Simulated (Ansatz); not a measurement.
# singlet [SiNH2F2]−: levels of theory compared

We compute a comparison of 6 runs (B3LYP/def2-SVPD, BLYP/def2-SVPD, PBE/def2-SVPD, r2SCAN/def2-SVPD, MP2/def2-SVPD, CCSD/def2-SVPD) of singlet [SiNH2F2]−. 

The calculation is run with Ansatz 0.2.0.

54 further runs of the same task are left out: 54 set aside as unsound or not needed.

## 1. The molecule

The species is [SiNH2F2]− (6 atoms), meant as a singlet with charge -1. As SMILES of the parent species, `[NH][SiH](F)F`. The shape is that of a PBE0-D4/def2-TZVP optimisation. This is one conformer, not always the lowest. That shape belongs to the parent species and isn't relaxed for this state.

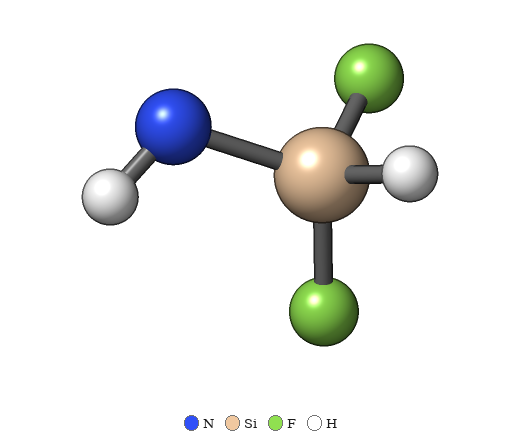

Viewed from a chosen angle; nitrogen blue, silicon light orange, fluorine green, hydrogen white.

## 2. A single-point energy at B3LYP/def2-SVPD (run 1)

job.yaml

```yaml
basis:
  gaussian:
    orbitals: def2-SVPD
crystal:
  periodic: [false, false, false]
  atoms:
    - {symbol: N, position_ang: [-0.025400, 1.001700, -0.903700]}
    - {symbol: Si, position_ang: [0.188000, -0.244900, 0.273000]}
    - {symbol: F, position_ang: [1.578700, -0.941400, -0.004700]}
    - {symbol: F, position_ang: [-0.908600, -1.390200, 0.207400]}
    - {symbol: H, position_ang: [-0.977800, 1.156700, -1.236500]}
    - {symbol: H, position_ang: [0.187200, 0.354100, 1.618300]}
total_charge: -1
hamiltonian:
  xc: {name: B3LYP}
accuracy: high
output:
  orbitals: {seedname: orbitals}
```

The run is started by

```bash
$ ansatz run job.yaml --threads 1 --pin off --max-ram 3480MiB --events-out events.jsonl --progress --plain --runs-dir runs
```

The program printed:

```text
Warning: RAYON_NUM_THREADS=1 ignored (pool sized by the plan → 1); use --threads N
Functional definition: B3LYP
  name "B3LYP"
  parameter a0 = 0.2
  parameter ax = 0.72
  parameter ac = 0.81
  exchange = (1 - a0 - ax)*slater_x + ax*b88_x + a0*exact_x
  correlation = (1 - ac)*vwn_rpa_c + ac*lyp_c
2113 factors; integrals over basis functions are off by at most 3.2e-9 eV
mean field evaluation 1: about -14824.7188 eV, gradient 5.3e1 eV
mean field evaluation 2: about -14763.3515 eV, gradient 1.3e2 eV
mean field evaluation 4: about -14831.0070 eV, gradient 6.4e0 eV
mean field evaluation 8: about -14831.1801 eV, gradient 8.3e-1 eV
mean field evaluation 16: about -14831.1813 eV, gradient 1.8e-4 eV
mean field -14831.18130049 eV, -545.0358598573 hartree, gradient 2.8e-8 eV, S^2 0.000000; 0 other end points of the search recorded, 0 dependent functions left out
reference -14831.18133683 eV, -545.0358611927 hartree; 21, 21 occupied and 85, 85 virtual orbitals, 2113 factors
Total energy: -14831.18133683 eV, -545.0358611927 hartree
```

Run time: 4.2 s. Hardware: 1 thread of AMD EPYC 9R45 (Zen 5), shared host; peak memory 0.36 GiB.

## 3. A single-point energy at BLYP/def2-SVPD (run 2)

job.yaml

```yaml
crystal:
  periodic: [false, false, false]
  atoms:
    - {symbol: "N", position_ang: [-0.025400, 1.001700, -0.903700]}
    - {symbol: Si, position_ang: [0.188000, -0.244900, 0.273000]}
    - {symbol: F, position_ang: [1.578700, -0.941400, -0.004700]}
    - {symbol: F, position_ang: [-0.908600, -1.390200, 0.207400]}
    - {symbol: H, position_ang: [-0.977800, 1.156700, -1.236500]}
    - {symbol: H, position_ang: [0.187200, 0.354100, 1.618300]}
basis:
  gaussian:
    orbitals: def2-SVPD
total_charge: -1
hamiltonian:
  xc: {name: BLYP}
accuracy: high
output: {orbitals: {seedname: orbitals}}
```

The run is started by

```bash
$ ansatz run job.yaml --threads 1 --pin off --max-ram 3480MiB --events-out events.jsonl --progress --plain --runs-dir runs
```

The program printed:

```text
Warning: RAYON_NUM_THREADS=1 ignored (pool sized by the plan → 1); use --threads N
Functional definition: BLYP
  name "BLYP"
  parameter beta = 0.0042
  parameter a = 0.04918
  parameter b = 0.132
  parameter c = 0.2533
  parameter d = 0.349
  exchange = b88_x(beta = beta)
  correlation = lyp_c(a = a, b = b, c = c, d = d)
2113 factors; integrals over basis functions are off by at most 3.2e-9 eV
mean field evaluation 1: about -14821.0748 eV, gradient 6.1e1 eV
mean field evaluation 2: about -14710.6595 eV, gradient 1.5e2 eV
mean field evaluation 4: about -14829.3114 eV, gradient 1.3e1 eV
mean field evaluation 8: about -14829.6664 eV, gradient 3.7e-1 eV
mean field evaluation 16: about -14829.6685 eV, gradient 5.6e-5 eV
mean field -14829.66854005 eV, -544.9802669364 hartree, gradient 6.4e-8 eV, S^2 0.000000; 0 other end points of the search recorded, 0 dependent functions left out
reference -14829.66858882 eV, -544.9802687288 hartree; 21, 21 occupied and 85, 85 virtual orbitals, 2113 factors
Total energy: -14829.66858882 eV, -544.9802687288 hartree
```

Run time: 2.9 s. Hardware: 1 thread of AMD EPYC 9R45 (Zen 5), shared host; peak memory 0.28 GiB.

Runs 3 to 5 aren't shown in full; the table further down has their settings and results.

## 4. The energy at CCSD/def2-SVPD (run 6)

molecule.yaml

```yaml
crystal:
  periodic: [false, false, false]
  atoms:
    - {symbol: N, position_ang: [-0.025400, 1.001700, -0.903700]}
    - {symbol: Si, position_ang: [0.188000, -0.244900, 0.273000]}
    - {symbol: F, position_ang: [1.578700, -0.941400, -0.004700]}
    - {symbol: F, position_ang: [-0.908600, -1.390200, 0.207400]}
    - {symbol: H, position_ang: [-0.977800, 1.156700, -1.236500]}
    - {symbol: H, position_ang: [0.187200, 0.354100, 1.618300]}
basis:
  gaussian:
    orbitals: def2-SVPD
correlation:
  method: ccsd
  frozen_orbitals: {F: 1, H: 0, "N": 1, Si: 5}
accuracy: high
scf:
  omitted_lower_state_checks: [cluster_reference, increment]
total_charge: -1
```

The run is started by

```bash
$ ansatz run molecule.yaml --threads 1 --pin off --max-ram 3480MiB --events-out events.jsonl --progress --plain --runs-dir runs
```

The program printed, shortened:

```text
Warning: RAYON_NUM_THREADS=1 ignored (pool sized by the plan → 1); use --threads N
Functional definition: HF
  name "HF"
[...]
2113 factors; integrals over basis functions are off by at most 3.2e-9 eV
[...]
mean field -14783.15094384 eV, -543.2707768067 hartree, gradient 6.7e-8 eV, S^2 0.000000; 0 other end points of the search recorded, 0 dependent functions left out
8 core orbitals not correlated: weight in the atoms' cores, before any rotation towards them, 1.000 or more for the frozen orbitals, at most 0.000 for the correlated occupied ones
reference -14783.15094384 eV, -543.2707768067 hartree; 13, 13 occupied and 85, 85 virtual orbitals, 2113 factors
second order -18.70117944 eV of doubles, -0.00000000 eV of singles
cycle   1  -18.54683410 eV  change    1.5e-1 eV  update   1.2e-1
[...]
cycle  23  -19.10960894 eV  change   4.2e-10 eV  update   1.5e-9
Total energy: -14802.26055278 eV, -543.9730419822 hartree
Checks for a lower state left out: cluster_reference, increment
```

Wall time 11 s (1 thread of AMD EPYC 9R45 (Zen 5), shared host); peak memory 0.83 GiB.

## 5. Overview of the runs

```tsv
run	level	frozen core orbitals	energy (Eh)	HOMO energy (eV)	LUMO energy (eV)	HOMO–LUMO gap (eV)	wall time
1	B3LYP/def2-SVPD	–	-545.035861	0.18	4.71	4.53	4.2 s
2	BLYP/def2-SVPD	–	-544.980269	1.27	4.38	3.11	2.9 s
3	PBE/def2-SVPD	–	-544.610672	1.14	4.40	3.26	3.6 s
4	r2SCAN/def2-SVPD	–	-544.872960	0.99	5.06	4.07	6 s
5	MP2/def2-SVPD	8	-543.958032	–	–	–	2.2 s
6	CCSD/def2-SVPD	8	-543.973042	–	–	–	11 s
```

## 6. Summary of results

| quantity | value |
| --- | --- |
| run 6: total energy | -543.97304 Eh |
| run 6: correlation energy (8 core orbitals frozen) | -702.3 mEh |
| run 6: T1 diagnostic | 0.016 |

In words: Over runs 1, 2, 3, 4 the HOMO–LUMO gap runs from 3.11 eV (BLYP/def2-SVPD) to 4.53 eV (B3LYP/def2-SVPD). The empty levels of an anion lie above zero and hang on the basis. Totals of different functionals can't be ranked against each other. In runs 1, 2, 3, 4 the HOMO lies above zero, so the outermost electron may be held by the basis alone. All runs together took 30 s, the longest 11 s.
